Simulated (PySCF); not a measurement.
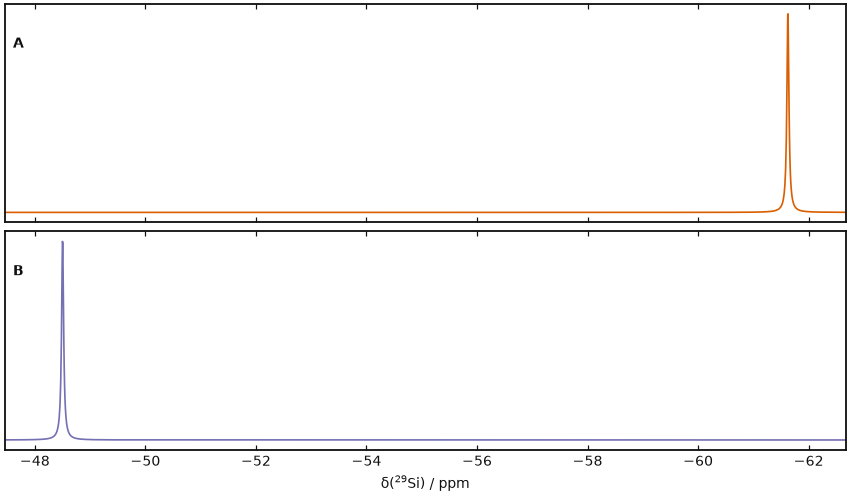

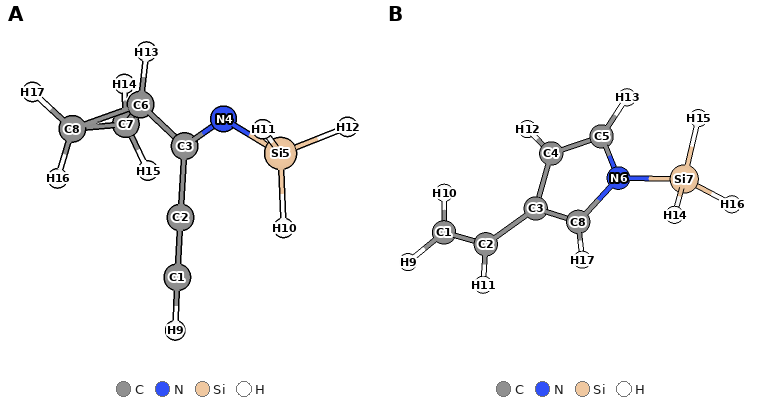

Related molecules: A is C₆H₉NSi, SMILES C#C/C(=N\[SiH3])C1CC1; B is C₆H₉NSi, SMILES C=Cc1ccn([SiH3])c1. GIAO ²⁹Si shifts against TMS, CAM-B3LYP/pcSseg-1 in PySCF, at a PBE0-D3(BJ)/def2-SVP geometry (no frequency check); fully decoupled, line heights follow the number of nuclei within a panel, widths are arbitrary (no quadrupolar broadening); values of one conformer, averaged over methyl-type rotors and exact or near symmetry; other conformers aren't averaged in.

How does the ²⁹Si shift respond?

From A (−61.6 ppm) to B (−48.5 ppm) the nucleus is deshielded by 13.1 ppm.
